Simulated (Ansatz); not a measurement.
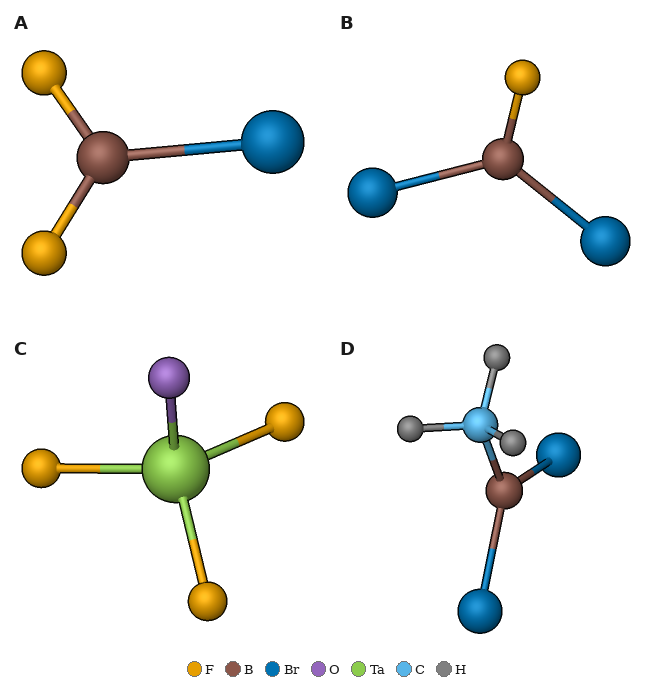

Simulated data, not a measurement (program: Ansatz).

> Which panel belongs to which SMILES?
(1) FB(Br)Br
(2) FB(F)Br
(3) [O]=[Ta]([F])([F])[F]
(4) CB(Br)Br

A is (2), B is (1), C is (3), D is (4).
